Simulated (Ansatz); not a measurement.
Band structure of KSrMg₆ (Amm2, 8 atoms in the cell).

```
KSrMg6
1.0
    5.56618     0.00000     0.00000
    0.00000     3.52036     6.16999
    0.00000    -3.52036     6.16999
K Sr Mg
1 1 6
Direct
  0.00000   0.83955   0.83955
  0.50000   0.66115   0.66115
  0.00000   0.32358   0.83816
  0.00000   0.83816   0.32358
  0.00000   0.33313   0.33313
  0.50000   0.17714   0.66188
  0.50000   0.66188   0.17714
  0.50000   0.16540   0.16540
```

Level of theory: LDA (PW92), PAW files made with PBE (plane waves; Ansatz, a first-principles code).

Settings: kpoints.mp_grid.grid = 3 3 3; hamiltonian.xc = lda; hamiltonian.pseudopotentials = {kind: paw} (the program's default PAW files); scf.occupations.method = gaussian; scf.occupations.width = 0.272 eV; kpoints.band_path.npoints = 8.

The starting cell comes from a database of computed structures (which also holds hypothetical and non-ambient phases and stackings), without a prior relaxation at this level.

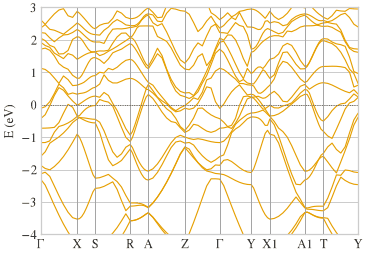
*Bands along the path, energies from the Fermi level.*

Levels in eV from the Fermi level, bands 37 to 44:
```tsv
point	37	38	39	40	41	42	43	44
Γ	-1.60	-1.17	-0.72	-0.43	-0.11	1.13	1.71	1.93
X	-0.44	-0.36	-0.35	-0.01	0.32	0.60	0.81	1.40
S	-0.56	-0.45	-0.03	0.27	0.54	0.90	1.45	1.63
R	-1.37	-1.23	-1.14	-0.94	0.81	1.40	1.89	2.07
A	-2.32	-2.05	0.32	0.47	0.62	0.69	1.11	1.19
Z	-1.18	-1.00	-0.85	-0.79	-0.11	-0.03	0.25	0.36
Y	-0.38	-0.25	0.23	0.24	0.33	0.60	0.64	0.96
X1	-0.44	-0.36	-0.35	-0.01	0.32	0.60	0.81	1.40
A1	-2.32	-2.05	0.32	0.47	0.62	0.69	1.11	1.19
T	-1.59	-1.50	-0.82	-0.50	0.68	1.18	1.98	2.04
```

Bands cross the Fermi level along this path, so the cell is metallic at this level.

Keys are those of Ansatz 0.2.
